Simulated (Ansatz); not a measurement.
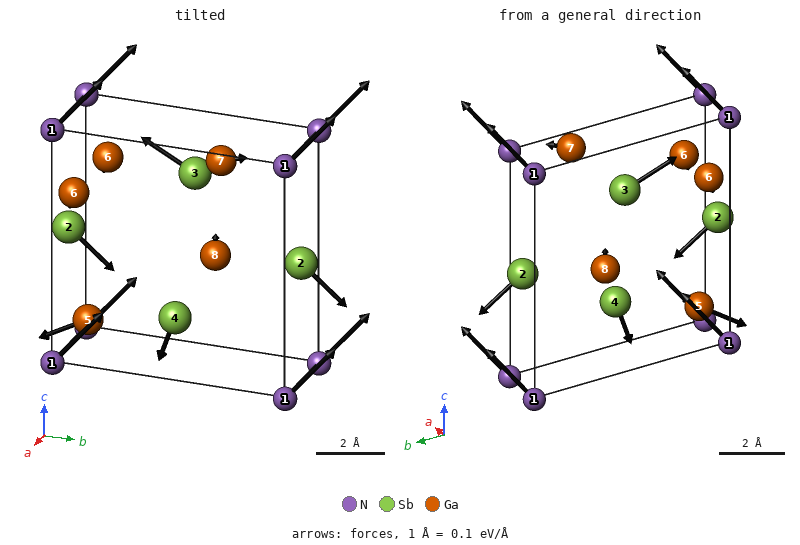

View slightly off an axis and from a general direction, drawn as a spheres-only model. The cell (the run's own, in a reduced setting) is drawn as a box. The arrows are the computed forces on the atoms.

System: Ga4Sb3N. The calculation used DFT, PBE, plane waves, PAW (Ansatz 0.2.0), with a cutoff energy of 420 eV, k-points about 0.27 Å⁻¹ apart, Fermi-Dirac smearing of 0.02 eV, no spin polarisation.

Question: Judging by the arrows, is the geometry relaxed?

Answer: No. The atoms still feel forces of up to about 0.19 eV/Å, above a usual threshold of 0.01 to 0.03 eV/Å.

Question: Which atom is furthest from force balance?

Answer: N1, about 0.19 eV/Å.

The structure comes from a structure type filled with these elements by a generator (whether the compound takes this form wasn't checked). Earlier steps of the study, as a rule a relaxation of our own, may have changed the cell and positions, so they can lie some per cent off the listed ones. It went into a calculation with Ansatz.
